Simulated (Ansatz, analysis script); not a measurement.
# Energy of spin spirals in NiO, part 2 of 2

Spirals are solved in the crystal's own cell at each q. What do they say of the order in NiO?

Ansatz 0.2.0; PBEsol with U = 6 eV on Ni d (ortho-atomic projectors), PAW set soft_1 (files made for PBE).

So far. Step 3 (q = (0, 0, 0)): The largest moment is 1.70 μB, against 1.70 μB in the collinear run. Step 4 (q = (0.167, 0, 0.167)): The energy of the cell lies 33.0 meV below that at q = 0, and the largest moment is 1.69 μB against 1.70 μB.

**5. q = (0.167, 0.167, 0.333)**

Level of this step: Ansatz DFT, spin spiral by the generalised Bloch theorem, no spin-orbit coupling; PBEsol+U, PAW set soft_1; PAW set soft_1 (Ansatz).

input.yaml

```yaml
crystal:
  lattice:
    - [0.0, 2.0859016414, 2.0859016414]
    - [2.0859016414, 0.0, 2.0859016414]
    - [2.0859016414, 2.0859016414, 0.0]
  atoms:
    - { symbol: Ni, position: [0.0, 0.0, 0.0], spin: 1.7, spin_axis: [1.0, 0.0, 0.0] }
    - { symbol: O, position: [0.5, 0.5, 0.5] }
kpoints:
  mp_grid: { grid: [12, 12, 12] }
hamiltonian:
  xc: pbesol
  hubbard:
    projectors: ortho-atomic
    sites: [{ species: Ni, l: d, u_eff: 6.0 }]
  pseudopotentials: { kind: paw, azcp: { folder: soft_1 }, xc_functional: pbe }
scf:
  occupations: { method: fermi_dirac, width: 0.05 }
  max_iter: 120
  convergence: { dr2_threshold: 1.0e-08 }
basis:
  ecutwfc: 420.0
magnetization:
  noncollinear: true
  spin_spiral: { q: [0.16666667, 0.16666667, 0.33333333] }
checkpoint:
  read: start
```

Run with:

```console
$ ansatz run input.yaml --threads 1 --pin off --max-ram 2816MiB --backend cpu --events-out ev --progress --plain --runs-dir out
```

Numbers of over 12 decimals in the logs are rounded to 6 here.

The log of the run:

```text
[...]
Crystal: 2 atoms, lattice volume = 18.151 Å³
Basis set: ecut = 420 eV, 339 PW (Γ)
Bands: 32, of which v1, the nominal top of the filled ones, is band 24 counted from 1 (23 counted from 0)
Symmetry: 1 space group operations
k-points: 1728
[...]
SCF iter   8: F=-6363.207578 eV  HF=-6363.207578 eV  |F-HF|=1.13e-10  |Δ(HF+E_count)|=   4.36e-9  Δρ=1.66e-6  dr2=4.08e-10  dr2_m=1.73e-10  ethr=4.17e-11  |M|=1.82e0 ∫|m|=1.89e0 μB  |m|>n=0.0e0 m-floor=0.0e0 τ_xc=5.3e-3 mc-row=0.0e0  ⟨swp⟩=2.0  Hψ=174529  notcnv=0
SCF 1 converged in 8 iterations: F = -6363.207578 eV  dr2 = 4.08e-10
[...]
SCF converged after 8 iterations
Magnetization: |M| = 1.8156 μB,  M = (+1.8156, -0.0000, -0.0000) μB
Absolute magnetization: 1.8880 μB (∫|m|, with the PAW one-centre terms)
  site 0: m = (+1.6684, -0.0000, -0.0000) μB, |m| = 1.6684 μB  (R = 0.86 Å)
  site 1: m = (+0.1321, -0.0000, -0.0000) μB, |m| = 0.1321 μB  (R = 0.86 Å)
Free energy (F): -6363.207578 eV
[...]
Internal energy: -6363.207578 eV  (E = F + TS)
E sigma→0 (E₀):  -6363.207578 eV
Fermi energy:    14.411002 eV
[...]
```

Elapsed: 7.3 min, on 1 thread of Arm Neoverse V1, shared host; peak memory 2.5 GiB.

The energy of the cell lies 63.9 meV below that at q = 0, and the largest moment is 1.67 μB against 1.70 μB.

**6. q = (0.333, 0.333, 0.667)**

input.yaml, as its differences from that of step 5:

```diff
@@ -24,3 +24,3 @@
   noncollinear: true
-  spin_spiral: { q: [0.16666667, 0.16666667, 0.33333333] }
+  spin_spiral: { q: [0.33333333, 0.33333333, 0.66666667] }
 checkpoint:
```

The log of the run:

```text
[...]
Crystal: 2 atoms, lattice volume = 18.151 Å³
Basis set: ecut = 420 eV, 339 PW (Γ)
Bands: 32, of which v1, the nominal top of the filled ones, is band 24 counted from 1 (23 counted from 0)
Symmetry: 1 space group operations
k-points: 1728
[...]
Magnetization: |M| = 1.5693 μB,  M = (+1.5693, +0.0000, +0.0000) μB
Absolute magnetization: 1.8285 μB (∫|m|, with the PAW one-centre terms)
  site 0: m = (+1.6728, +0.0000, +0.0000) μB, |m| = 1.6728 μB  (R = 0.86 Å)
  site 1: m = (-0.0033, +0.0000, +0.0000) μB, |m| = 0.0033 μB  (R = 0.86 Å)
Free energy (F): -6363.201333 eV
[...]
Internal energy: -6363.201333 eV  (E = F + TS)
E sigma→0 (E₀):  -6363.201333 eV
Fermi energy:    14.553643 eV
[...]
[key lines of the parts left out:]
SCF converged after 9 iterations
```

It took 9.6 min on 1 thread; peak memory 2.6 GiB.

The energy of the cell lies 57.6 meV below that at q = 0, and the largest moment is 1.67 μB against 1.70 μB.

**7. q = (0.667, 0.333, 0.667)**

input.yaml, as its differences from that of step 6:

```diff
@@ -24,3 +24,3 @@
   noncollinear: true
-  spin_spiral: { q: [0.33333333, 0.33333333, 0.66666667] }
+  spin_spiral: { q: [0.66666667, 0.33333333, 0.66666667] }
 checkpoint:
```

The log of the run:

```text
[...]
Crystal: 2 atoms, lattice volume = 18.151 Å³
Basis set: ecut = 420 eV, 339 PW (Γ)
Bands: 32, of which v1, the nominal top of the filled ones, is band 24 counted from 1 (23 counted from 0)
Symmetry: 1 space group operations
k-points: 1728
[...]
SCF iter   9: F=-6363.201333 eV  HF=-6363.201333 eV  |F-HF|=3.67e-10  |Δ(HF+E_count)|=   6.33e-9  Δρ=2.05e-6  dr2=5.56e-10  dr2_m=3.53e-11  ethr=4.17e-11  |M|=1.54e0 ∫|m|=1.83e0 μB  |m|>n=0.0e0 m-floor=0.0e0 τ_xc=6.6e-3 mc-row=0.0e0  ⟨swp⟩=3.1  Hψ=145155  notcnv=0
SCF 1 converged in 9 iterations: F = -6363.201333 eV  dr2 = 5.56e-10
[...]
SCF converged after 9 iterations
Magnetization: |M| = 1.5448 μB,  M = (+1.5448, +0.0000, +0.0000) μB
Absolute magnetization: 1.8285 μB (∫|m|, with the PAW one-centre terms)
  site 0: m = (+1.6728, +0.0000, +0.0000) μB, |m| = 1.6728 μB  (R = 0.86 Å)
  site 1: m = (+0.0033, +0.0000, +0.0000) μB, |m| = 0.0033 μB  (R = 0.86 Å)
Free energy (F): -6363.201333 eV
[...]
Internal energy: -6363.201333 eV  (E = F + TS)
E sigma→0 (E₀):  -6363.201333 eV
Fermi energy:    14.553648 eV
[...]
```

Run time: 8.2 min. Hardware: 1 thread; peak memory 2.6 GiB.

The energy of the cell lies 57.6 meV below that at q = 0, and the largest moment is 1.67 μB against 1.70 μB.

6 more runs differ from these in the same keys alone and are tabled below.

**8. Side runs that gave no result**

| changed | outcome |
| --- | --- |
| crystal | cut off at the time limit |

**9. E(q)**

| q (reciprocal lattice) | path length (1/Å) | E(q) − E(0) (meV a magnetic atom) | \|m\| Ni no. 1 (μB) |
| --- | --- | --- | --- |
| (0, 0, 0) | 0.000 | 0.00 | 1.70 |
| (0.167, 0, 0.167) | 0.502 | -33.05 | 1.69 |
| (0.333, 0, 0.333) | 1.004 | -25.95 | 1.69 |
| (0.5, 0, 0.5) | 1.506 | 13.31 | 1.71 |
| (0.667, 0.333, 0.667) | 2.216 | -57.61 | 1.67 |
| (0.5, 0.333, 0.667) | 2.651 | -57.63 | 1.67 |
| (0.333, 0.333, 0.667) | 3.086 | -57.61 | 1.67 |
| (0.333, 0.333, 0.5) | 3.520 | -90.77 | 1.65 |
| (0.167, 0.167, 0.333) | 3.955 | -63.86 | 1.67 |
| (0, 0, 0) | 4.665 | 0.00 | 1.70 |
| (0.333, 0.333, 0.333) | 5.535 | -91.96 | 1.65 |
| (0.5, 0.5, 0.5) | 5.970 | -118.27 | 1.64 |

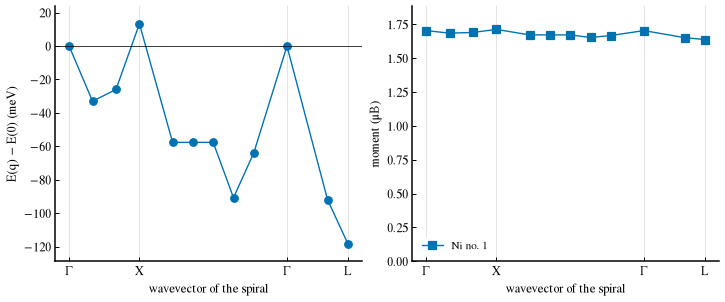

Energy a magnetic atom and moments of the spirals along the path.

**10. A spin model**

For rigid moments E(q) is a sum of cosines over neighbour shells, so a fit gives the couplings, and from them an ordering temperature.

E = −Σ J e·e over ordered pairs (each pair twice, J > 0 for parallel moments) is fitted to 10 points (copies by symmetry counted).

The fitted shells:

| pair | distance (Å) | neighbours a magnetic atom | J (meV) |
| --- | --- | --- | --- |
| Ni-Ni | 2.95 | 12 | 0.7932 |
| Ni-Ni | 4.172 | 6 | -10.69 |
| Ni-Ni | 5.109 | 24 | 0.0354 |
| Ni-Ni | 5.9 | 12 | -0.378 |
| Ni-Ni | 6.596 | 24 | -0.0156 |
| Ni-Ni | 7.226 | 8 | 0.0015 |

Numbers from this step:

* r.m.s. miss of the fit: 0.03920 meV
* ordering temperature, mean field: 461.0 K
* wavevector of the mean-field order: 0, 0, 0.5 reciprocal lattice

**11. What came out**

* lowest point of the path: q = (0.5, 0.5, 0.5), -118 meV a magnetic atom from q = 0
* highest point: 13.3 meV a magnetic atom
* J of the nearest shell: 0.793 meV
* mean-field temperature: 461 K

What this shows: The state at q = (0.5, 0.5, 0.5) lies 118 meV a magnetic atom below the ferromagnetic start, so that start is not the lowest state; a flat spiral with q made of halves, on one magnetic atom a cell, is a collinear order of a doubled cell. The moments change by at most 4 % from their size at q = 0, so they are well localised. The fit misses by 0.030 % of the energy range, so the shells describe the path well, though few points can't fix distant couplings. The temperatures are those of classical unit spins, and mean field runs high. For localised spins S a factor (S + 1)/S is a common correction upwards. The 11 spiral runs took 81 min of wall time, added up.

Calculation against experiment:

```
                quantity  measured  PBEsol with U = 6 eV on Ni d (ortho-atomic projectors), PAW set soft_1 (files made for PBE), mean field on the fit
ordering temperature (K)       525                                                                                                       461 (-12.2 %)
```

Measured values from arxiv:2004.06613 (2020).

How well it matches: The ordering temperature is off by -12.2 %: fair agreement. Mean-field temperatures run high for given couplings and spin length. No cell relaxation is part of this session.

[Logs and program files are shortened in this print: banners, set-up blocks, solver, clock and traceback lines can be left out without a mark of their own.]

[Logs are printed without paths, hosts, clocks, repeated set-up lines and the standing remarks that a program may print on its own settings, such as how far it seeks lower states.]

[Hosts, paths, dates, database ids (printed as entryN), source tags and the programs' standing remarks are cut or masked in the printed files.]
